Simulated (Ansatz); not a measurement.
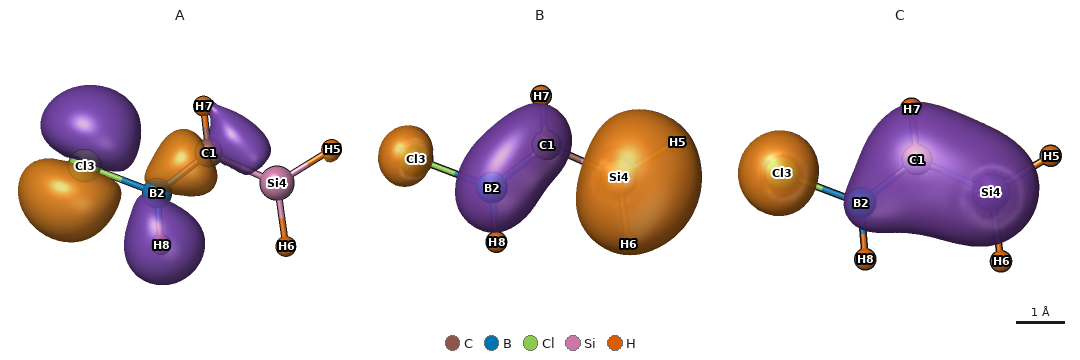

*CH$_{4}$BClSi (SMILES [SiH2]=CBCl). Three frontier orbitals at ±0.08 Å⁻³ᐟ² (orange and purple are the two phases), in no order.*

Geometry: B3LYP/6-31G*.

These are results of isolated molecule in a Gaussian basis; Kohn-Sham density functional theory, functional PBE0 in Ansatz, not measurements.

```xyz
8

C     0.0961   -1.6853   -0.6968
B     0.1425   -0.3620    0.0378
Cl   -0.8841    1.0102   -0.4567
Si    1.1202   -2.9619   -0.1497
H     1.1823   -4.3087   -0.7654
H     2.0286   -2.7929    1.0034
H    -0.5643   -1.8380   -1.5490
H     0.8541   -0.1590    0.9748
```

Order the three orbitals by energy and name them.

A is the HOMO−1 (−8.16 eV). By Hirshfeld shares it lies mainly on Cl3 (about 70 %), B2 (about 10 %), H8 (about 10 %) and C1 (about 10 %); it is symmetric in the molecular plane (an in-plane orbital: σ, lone-pair or in-plane π type); largely a lone pair of Cl3. C is the HOMO (−7.46 eV). Its weight (Hirshfeld) is mainly on C1 (about 40 %), Si4 (about 30 %), Cl3 (about 10 %) and B2 (about 10 %); it changes sign across the molecular plane (π type); π-bonding across C1–Si4; π-antibonding (a node) across B2–Cl3. B is the LUMO (−2.54 eV). It lies mainly on Si4 (about 55 %), B2 (about 15 %) and C1 (about 15 %); it changes sign across the molecular plane (π type); π-bonding across C1–B2.

What is the HOMO–LUMO gap?

4.92 eV between the orbital energies.
